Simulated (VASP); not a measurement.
Band structure of TaS2 (relaxed from the 3R-MoS2 structure, space group R3m). These are PBEsol GGA, VASP's PBE PAW potentials (set 64) (plane waves; VASP 6.6.1) values and carry that method's errors.

Without a dispersion term in the relaxation, distances and binding between the weakly bound layers, chains or molecules are unreliable, and so is what depends on them. Unless said otherwise, spin-orbit coupling is left out, though it shifts the bands of the heavy elements here.

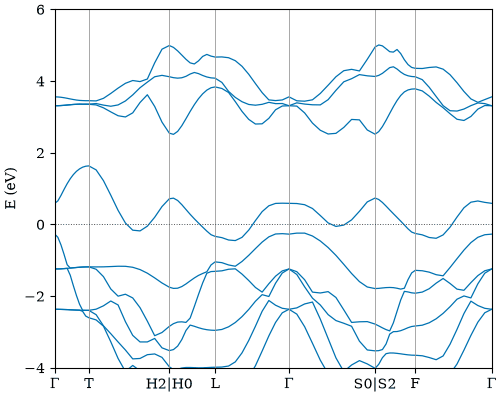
*Bands along high-symmetry lines, zero at the valence-band maximum or, without a gap, the Fermi level*

### Question
Read the plot: is there a gap, and where are the band edges?

### Answer
It has no gap at this level: it comes out as a metal or semimetal. (Edges off the drawn lines would not show.)

The structure was generated: TaS2 was put into the 3R-MoS2 type (R3m), which need not be its known phase. It was relaxed first, which changed the volume by +5 %. The electron count is odd and the run is not spin-polarised, which forces a metal.
